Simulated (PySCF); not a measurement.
## A study: C2H4Cl, doublet, SMILES `C[CH]Cl`

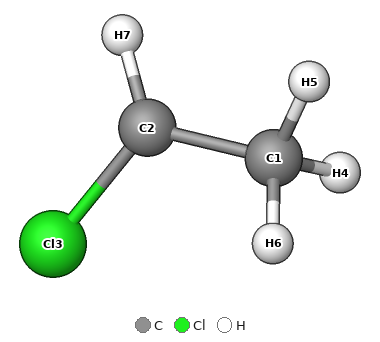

The molecule, with its atoms numbered as below. No frequency check shows the geometry to be a minimum.

Coordinates in Å:

```
C1       1.6363   -0.2622   -0.0063
C2       0.4338    0.5903    0.0631
Cl3     -1.1028   -0.1268   -0.0056
H4       1.8668   -0.5656   -1.0360
H5       2.4963    0.2848    0.3755
H6       1.4998   -1.1725    0.5758
H7       0.4652    1.6409   -0.1606
```

### 1. Bonding charge

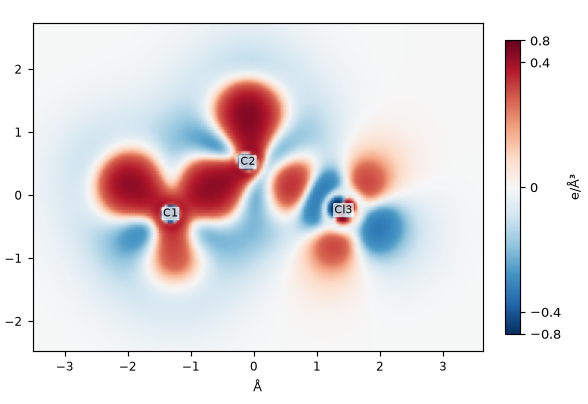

Deformation density (molecule less spherical, spin-averaged free atoms) in the plane of C1, C2 and Cl3; colour scale in e/Å³, logarithmic beyond ±0.1; red: gain, blue: loss.

Level of theory: r2SCAN/def2-SVPD (PySCF), at a geometry from GFN2-xTB. The stability of the open-shell solution wasn't checked. GFN2-xTB doesn't know the spin state, so this open-shell geometry is rough.

Question: Describe the bonding that the map shows.

Answer: C1–C2: +0.48 e/Å³ at the bond critical point (bond length 1.48 Å). C2–Cl3: +0.20 e/Å³ at the bond critical point (bond length 1.70 Å). In all, 1.4 electrons gather in the regions of gain relative to the promolecule.

### 2. Bond critical points

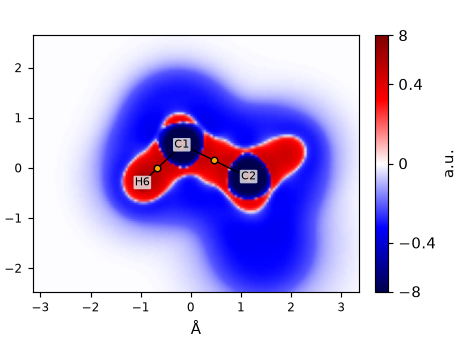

Negative Laplacian of the density (−∇²ρ) in the plane of C1, C2 and H6 (red positive, blue negative, colour scale in a.u., logarithmic beyond ±0.04), with bond paths and bond critical points (dots).

Question: At which bond critical points in this plane is charge locally concentrated, and at which depleted?

Answer: Concentrated (∇²ρ < 0): C1–H6 (−1.00 a.u.); C1–C2 (−0.61 a.u.). At none is it depleted.

Question: Where along C1–H6 does the critical point lie?

Answer: 0.68 Å from C1 and 0.41 Å from H6.

### 3. Local ionisation energy

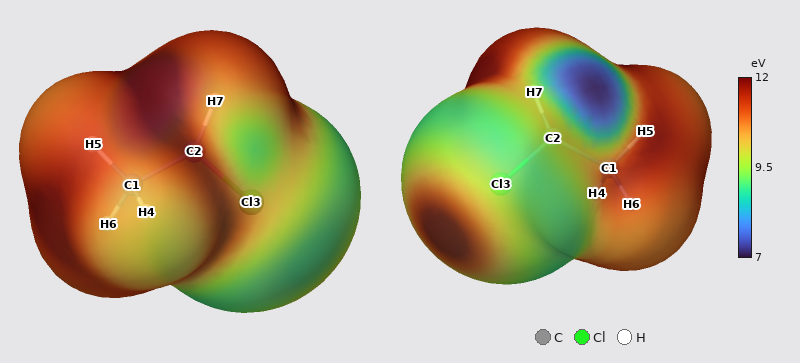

Average local ionisation energy on the surface of electron density 0.001 a.u. (back view left, front view right).

Question: Locate the minima of the map.

Answer: The lowest value is 7.2 eV, off the C2–H7 bond (2.0 to 2.2 Å from its atoms). Further minima include 8.9 eV, 2.1 Å from Cl3; 8.9 eV, 2.1 Å from Cl3; 9.0 eV, 2.1 Å from Cl3. For comparison, the highest occupied orbital lies at −4.9 eV.

Question: What volume does the surface enclose, and what is the dipole moment?

Answer: About 83 Å³; the dipole moment is 1.6 D.

### 4. Spin density

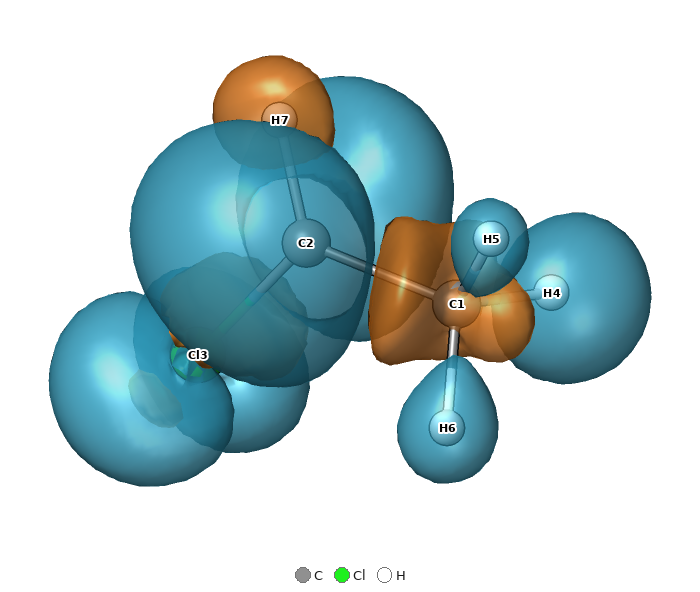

Spin density ρα − ρβ at ±0.01 e/Å³ (light blue: excess α, orange: excess β).

Question: Give the atomic spin populations that go with this picture.

Answer: Hirshfeld spin populations: C2 +0.67, Cl3 +0.16, H4 +0.05, C1 +0.04 and H7 +0.04. ⟨S²⟩ = 0.76, against 0.75 for a pure state. The picture also shows regions of β spin from spin polarisation; the Hirshfeld sums, whose atoms overlap, net them against the α spin of neighbours.

### 5. Removing or adding an electron

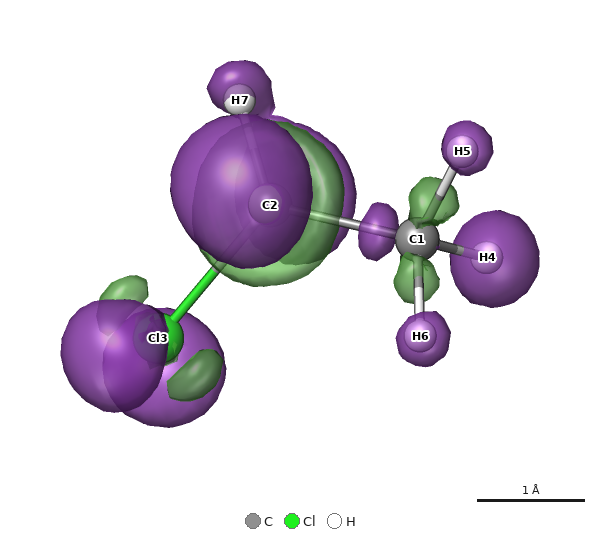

Fukui function f⁻ = ρ(N) − ρ(N−1) at fixed geometry, surfaces at ±0.05 e/Å³ (purple positive, green negative).

PySCF calculation, B3LYP/6-31+G*, gas phase; geometry: GFN2-xTB. GFN2-xTB doesn't know the spin state, so this open-shell geometry is rough.

Question: Which atoms respond most to the removal of an electron?

Answer: f⁻ (Hirshfeld-condensed) is largest on Cl3 (0.34) and C2 (0.29); the vertical ionisation energy is 8.14 eV (to the singlet cation, which needn't be its lowest state). Condensed values hint at sites of electrophilic attack but needn't mark the atom that reacts. Orbital relaxation makes it negative in places (0.17 e in all).

```csv
atom,f⁻,charge
C1,+0.07,−0.10
C2,+0.29,−0.03
Cl3,+0.34,−0.04
H4,+0.09,+0.04
H5,+0.06,+0.04
H6,+0.05,+0.04
H7,+0.09,+0.04
```
